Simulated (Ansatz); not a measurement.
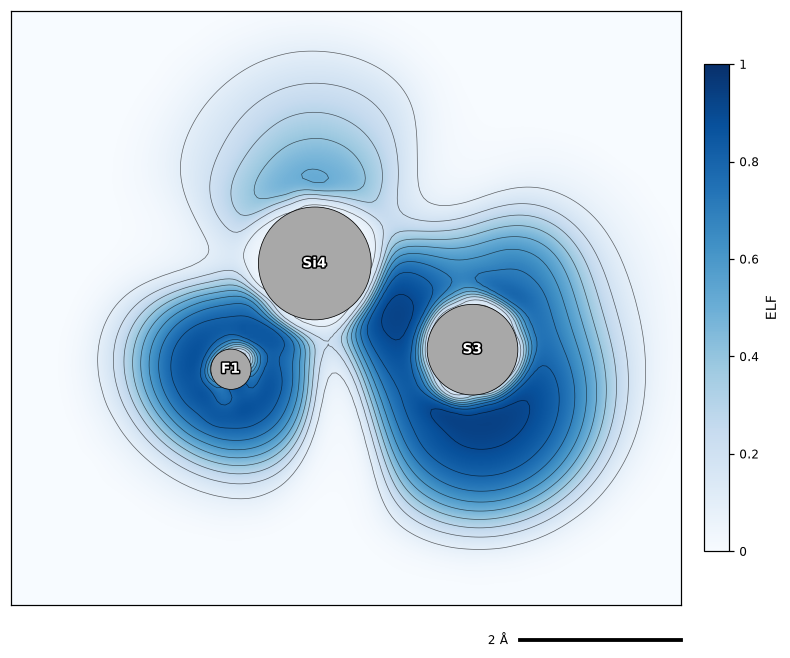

The picture shows: FH2OSSi (charge −1). Electron localisation function on the plane of atoms F1, Si4 and S3. Grey discs cover the atomic cores.

Geometry: PBE0-D3(BJ)/def2-SVPD.

These are results of Ansatz, isolated molecule in a Gaussian basis; Kohn-Sham density functional theory, functional PBE0, not measurements.

Input

```
crystal:
  periodic: [false, false, false]
  atoms:
    - {symbol: F, position_ang: [1.882535, -1.012418, 2.190945]}
    - {symbol: O, position_ang: [-0.443933, 0.102328, 3.232625]}
    - {symbol: S, position_ang: [0.429335, 0.742458, 0.231257]}
    - {symbol: Si, position_ang: [0.274611, -0.576671, 2.021421]}
    - {symbol: H, position_ang: [-0.271462, -1.869951, 1.479993]}
    - {symbol: H, position_ang: [-0.410126, 1.645367, 0.780786]}
basis:
  gaussian: {orbitals: def2-TZVPD}
total_charge: -1
hamiltonian: {xc: {name: PBE0}}
output: {forces: true, orbitals: {seedname: orbitals}}
```

Launched as:

```sh
ansatz run input.yaml --threads 2 --pin off --max-ram 4350MiB --events-out events.jsonl --progress --plain --runs-dir runs
```

What does the map show?

- Atoms in the plane: F, S and Si.
- Si–F (1.67 Å): the ELF peaks at about 0.85 in the valence shell of F, 0.6 Å from its nucleus, and is about 0.45 at the midpoint.
- Si–S (2.23 Å): the ELF peaks at about 0.90 between the atoms; a shared electron pair.
- The ELF also peaks beside S3 and F1, away from the bonds: lone-pair regions.
